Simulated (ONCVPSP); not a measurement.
Pseudopotential generation for Sb

Antimony (Sb, Z = 51), core [Kr] 4d10, reference valence 5s2 5p3, valence charge 5. Computed at this level: ONCV potential, PW91, scalar-relativistic, made with ONCVPSP 4.0.1.

## Results in brief

- outcome: generated
- cutoffs needed: 19 Ha and 33 Ha (the cutoffs at which the residual kinetic energy of the hardest occupied pseudo-wave falls to 1 and 0.1 mHa per electron)
- ghost test: no bound ghost flagged; no localised positive-energy state flagged
- largest excitation error: +181 meV (all-electron minus pseudo) for 5s1 5p0, out of 4 test configurations
- range over which the phases arctan(r R′/R) at the test radius agree within 0.05 rad (a looser test near the poles than one of phase shifts): s: up to about 1.2 Ha; p: up to about 2.9 Ha; d: not judged, local potential alone; f: not judged, local potential alone
- hardware: 1 CPU thread, shared host
- wall time: 2.7 s

## Input file
```
# ATOM AND REFERENCE CONFIGURATION
# atsym  z   nc   nv     iexc    psfile
  Sb 51.00    9    2  -109134      upf
#
#   n    l    f
    1    0    2.00
    2    0    2.00
    2    1    6.00
    3    0    2.00
    3    1    6.00
    3    2   10.00
    4    0    2.00
    4    1    6.00
    4    2   10.00
    5    0    2.00
    5    1    3.00
#
# PSEUDOPOTENTIAL AND OPTIMIZATION
# lmax
    1
#
#   l,   rc,      ep,       ncon, nbas, qcut
    0    1.95    0.00    3    6    2.90
    1    2.30    0.00    4    7    3.00
#
# LOCAL POTENTIAL
# lloc, lpopt,  rc(5),   dvloc0
    0    5    1.95    0.00
#
# VANDERBILT-KLEINMAN-BYLANDER PROJECTORs
# l, nproj, debl
    0    0    3.20
    1    2    1.00
#
# MODEL CORE CHARGE
# icmod, fcfact, rcfact
    0    0.00    0.00
#
# LOG DERIVATIVE ANALYSIS
# epsh1, epsh2, depsh
   -2.00    5.00    0.02
#
# OUTPUT GRID
# rlmax, drl
    6.00    0.01
#
# TEST CONFIGURATIONS
# ncnf
    4
# nvcnf
#   n    l    f
    2
    5    0    2.00
    5    1    2.00
#
    2
    5    0    2.00
    5    1    1.00
#
    2
    5    0    2.00
    5    1    0.00
#
    2
    5    0    1.00
    5    1    0.00
#
```

Launched with:
```bash
oncvpsp.x < Sb.dat > Sb.out
```

## The program's output (extracts)
```
ONCVPSP  (Optimized Norm-Conservinng Vanderbilt PSeudopotential)
scalar-relativistic version 4.0.1

#   n    l    f        energy (Ha)
    1    0    2.00    -1.1138513E+03
    2    0    2.00    -1.6949877E+02
    2    1    6.00    -1.5217737E+02
    3    0    2.00    -3.3229229E+01
    3    1    6.00    -2.7583161E+01
    3    2   10.00    -1.8964629E+01
    4    0    2.00    -5.4703342E+00
    4    1    6.00    -3.7416207E+00
    4    2   10.00    -1.2327547E+00
    5    0    2.00    -4.7422507E-01
    5    1    3.00    -1.7919398E-01

Reference configufation results
  iterations    28
  all-electron total energy (Ha)   -6.48238574D+03

Begin loop to  construct optimized pseudo wave functions
and semi-local pseudopoentials for all angular momenta

Calculating optimized projector #   1

 for l=   0

    Fraction of norm inside rc  0.402520
    Optimizing pswf for qcut=   2.89 a_B^-1,  ecut=   4.18 Ha
    Residual kinetic energy error=  9.79D-03 Ha

    Energy error per electron        Cutoff
         Ha          eV             Ha
         0.01000     0.27211        4.16
         0.00100     0.02721       19.14
         0.00010     0.00272       32.64
         0.00001     0.00027       66.11

   Wellstate for l =  1  n =  6
     eigenvalue =   0.8208
     asymptotic potential =   1.3208
     half-point radius =  4.1319

Calculating optimized projector #   1

 for l=   1

    Fraction of norm inside rc  0.332262
    Optimizing pswf for qcut=   3.01 a_B^-1,  ecut=   4.52 Ha
    Residual kinetic energy error=  2.46D-03 Ha

    Energy error per electron        Cutoff
         Ha          eV             Ha
         0.01000     0.27211        1.65
         0.00100     0.02721        7.88
         0.00010     0.00272       23.70
         0.00001     0.00027       28.47

Calculating optimized projector #   2

 for l=   1

    Fraction of norm inside rc  0.247671
    Optimizing pswf for qcut=   3.01 a_B^-1,  ecut=   4.52 Ha
    Residual kinetic energy error=  9.12D-03 Ha

    Energy error per electron        Cutoff
         Ha          eV             Ha
         0.01000     0.27211        4.34
         0.00100     0.02721       10.43
         0.00010     0.00272       29.21
         0.00001     0.00027       39.13

Construct Vanderbilt / Kleinmman-Bylander projectors

B matrix Hermiticity error, ll=   1
   1   2    6.0572E-05

  Orthonormal projector coefficients  1.7006E+00  1.1541E+00

Pseudoatom total energy   -5.411366

Diagnostic tests using Vanderbilt-Kleinman-Bylander pseudopotentials
  1 or more projectors used as specified by nproj input data

   l    rcore       rmatch      e in        delta e   norm test  slope test

   0   1.9556021   2.0149784  -0.4742251   0.0000256   1.0000208   1.0004275

   1   2.3121923   2.3823955  -0.1791940  -0.0000002   1.0000281   1.0000881
   1   2.3121923   2.3823955   0.8208060   0.0000008   1.0001423   1.0001423

 Testing for bound ghosts
   n   l    E NL Schr. Eq   E Basis Diag.   E Cutoff

   2   1       -0.179194       -0.174635     41.29

 Testing for highly-localized positive-energy ghosts
       l    <radius>/rc     E Basis Diag.   E Cutoff

Test configuration 0

   n   l     f        eae           eps        diff
   1   0  2.0000-1113.85127187
   2   0  2.0000 -169.49877083
   2   1  6.0000 -152.17736731
   3   0  2.0000  -33.22922948
   3   1  6.0000  -27.58316136
   3   2 10.0000  -18.96462949
   4   0  2.0000   -5.47033420
   4   1  6.0000   -3.74162074
   4   2 10.0000   -1.23275467
   5   0  2.0000   -0.47422507   -0.47419949    2.56D-05
   5   1  3.0000   -0.17919398   -0.17919413   -1.58D-07

    Total energies and differences
      AE_ref= -6.48238574D+03  AE_tst= -6.48238574D+03  dif=  0.00D+00
      PS_ref= -5.41136605D+00  PS_tst= -5.41136605D+00  dif= -2.66D-15
      PSP excitation error=  2.66D-15

Test configuration 1

   n   l     f        eae           eps        diff
   1   0  2.0000-1114.16841038
   2   0  2.0000 -169.81438217
   2   1  6.0000 -152.49316189
   3   0  2.0000  -33.54427752
   3   1  6.0000  -27.89822363
   3   2 10.0000  -19.27966762
   4   0  2.0000   -5.78436145
   4   1  6.0000   -4.05555040
   4   2 10.0000   -1.54572426
   5   0  2.0000   -0.76189933   -0.76215825   -2.59D-04
   5   1  2.0000   -0.44325863   -0.44339231   -1.34D-04

    Total energies and differences
      AE_ref= -6.48238574D+03  AE_tst= -6.48207795D+03  dif=  3.08D-01
      PS_ref= -5.41136605D+00  PS_tst= -5.10344328D+00  dif=  3.08D-01
      PSP excitation error= -1.35D-04

Test configuration 2

   n   l     f        eae           eps        diff
   1   0  2.0000-1114.53997758
   2   0  2.0000 -170.18286426
   2   1  6.0000 -152.86199412
   3   0  2.0000  -33.91159289
   3   1  6.0000  -28.26556447
   3   2 10.0000  -19.64697166
   4   0  2.0000   -6.14936188
   4   1  6.0000   -4.42026047
   4   2 10.0000   -1.90831503
   5   0  2.0000   -1.08520413   -1.08562963   -4.25D-04
   5   1  1.0000   -0.74122846   -0.74119263    3.58D-05

    Total energies and differences
      AE_ref= -6.48238574D+03  AE_tst= -6.48148823D+03  dif=  8.98D-01
      PS_ref= -5.41136605D+00  PS_tst= -4.51345025D+00  dif=  8.98D-01
      PSP excitation error= -4.09D-04

Test configuration 3

   n   l     f        eae           eps        diff
   1   0  2.0000-1114.95634442
   2   0  2.0000 -170.59435960
   2   1  6.0000 -153.27402756
   3   0  2.0000  -34.32122497
   3   1  6.0000  -28.67523436
   3   2 10.0000  -20.05659228
   4   0  2.0000   -6.55515788
   4   1  6.0000   -4.82550631
   4   2 10.0000   -2.31002657
   5   0  2.0000   -1.43418134   -1.43264518    1.54D-03

    Total energies and differences
      AE_ref= -6.48238574D+03  AE_tst= -6.48058754D+03  dif=  1.80D+00
      PS_ref= -5.41136605D+00  PS_tst= -3.61362527D+00  dif=  1.80D+00
      PSP excitation error=  4.53D-04

Test configuration 4

   n   l     f        eae           eps        diff
   1   0  2.0000-1115.46256479
   2   0  2.0000 -171.09308693
   2   1  6.0000 -153.77323794
   3   0  2.0000  -34.81829504
   3   1  6.0000  -29.17230750
   3   2 10.0000  -20.55354762
   4   0  2.0000   -7.04608310
   4   1  6.0000   -5.31504732
   4   2 10.0000   -2.79194172
   5   0  1.0000   -1.83314072   -1.81777755    1.54D-02

    Total energies and differences
      AE_ref= -6.48238574D+03  AE_tst= -6.47895564D+03  dif=  3.43D+00
      PS_ref= -5.41136605D+00  PS_tst= -1.98793465D+00  dif=  3.42D+00
      PSP excitation error=  6.67D-03
```

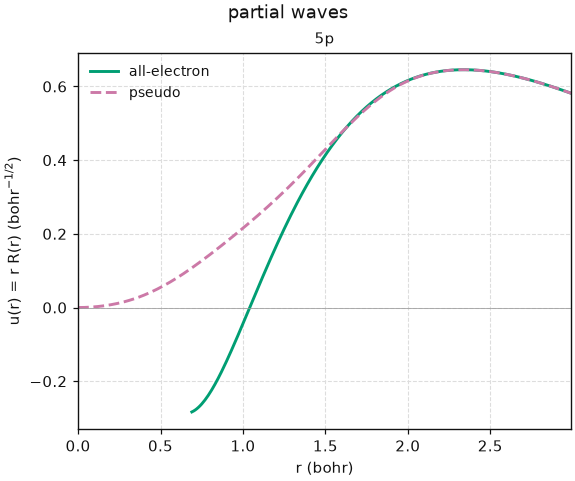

*Pseudo-waves (dashed) against the all-electron radial functions (solid). The innermost oscillations of some all-electron curves aren't drawn. Reference configuration 5s2 5p3.*

- Matching radii: 5p at 2.30 bohr. The curves merge smoothly, so the plot gives these only roughly.
- Nodes of the pseudo-waves: 5p has no node.
- Cutoffs needed: 19 Ha (loose) and 33 Ha (tight), as the cutoffs at which the residual kinetic energy of the hardest occupied pseudo-wave falls to 1 and 0.1 mHa per electron.

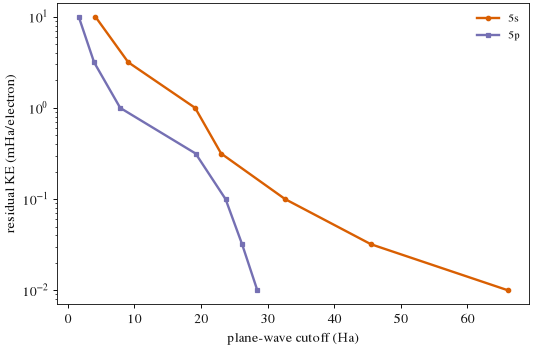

*Residual kinetic energy of the pseudo-waves (the first of each channel, and further valence shells) beyond the plane-wave cutoff, as the generator prints it.*

- Cutoffs for 1 mHa per electron: 5s: 19 Ha; 5p: 7.9 Ha.
- Cutoffs for the occupied states: 19 Ha for 1 mHa and 33 Ha for 0.1 mHa per electron. The first is set by 5s.
- Hardest wave at 1 mHa per electron: 5s, with rc = 1.95 bohr and qcut = 2.9 1/bohr. The optimisation minimises, but can't always remove, the kinetic energy above qcut²/2 = 4.2 Ha, and a larger rc would as a rule soften the wave at some cost in transferability.

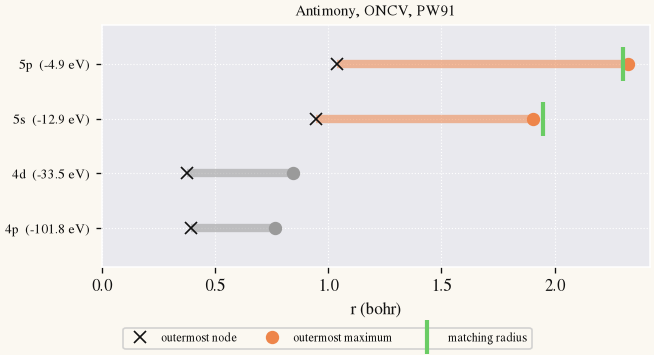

*Outer shells of the all-electron reference atom: each bar runs from the outermost node (or the nucleus) to the outermost maximum of u(r); the tick is the radius chosen for the pseudo-wave. Shells without a tick have no pseudo-wave of their own. Levels, nodes and maxima are from ld1.x, scalar-relativistic.*

- Radii against the shells: 5s: 1.95 bohr, outside the maximum; 5p: 2.30 bohr, between node and maximum.
